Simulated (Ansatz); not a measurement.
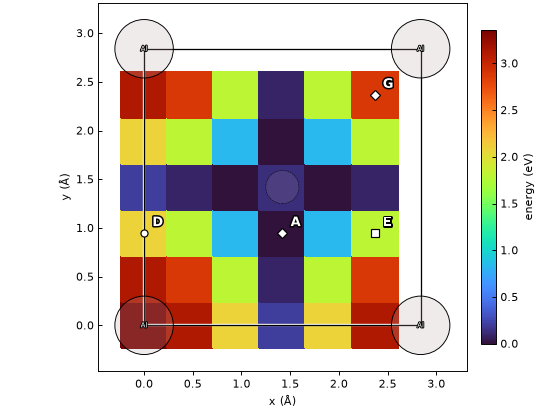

O on an Al(100) slab cut from the Fm-3m phase, its upper half relaxed before the scan (3 atoms of substrate and one adsorbate in a 1 × 1 cell). O is moved over the surface cell; relaxed at each place: the height of the adsorbate's atoms; substrate rigid; the origin of the map has the adsorbate above Al3. Places are given modulo a cell vector. The map is drawn in real space over the plane of the surface. Grid: 6 × 6 points; 10 points were computed and 26 follow by symmetry. Energies are in eV, from the lowest grid point. With one adsorbate in each 1 × 1 cell, its nearest image is 2.8 Å away, so neighbouring adsorbates interact. Level of theory: Ansatz, DFT PBEsol, scalar-relativistic, plane waves, PAW. Settings: cutoff 420 eV, k-mesh 9×9×1, gaussian smearing 0.1 eV, no spin polarisation.

The picture shows one coloured cell a grid point, labelled circles for the atoms of the top layer and small ones for the second layer, the outline of one cell of the plane, lettered points.

Question: Is D the lowest point of the computed grid?

Answer: No. D lies 2.08 eV above the lowest grid point, which is at (2/6, 3/6) of the cell vectors [nearest 2 Al at 1.83 Å].

Question: Rank the lettered points by energy, lowest first.

Answer: A (0.00 eV), E (1.80 eV), D (2.08 eV), G (2.89 eV).
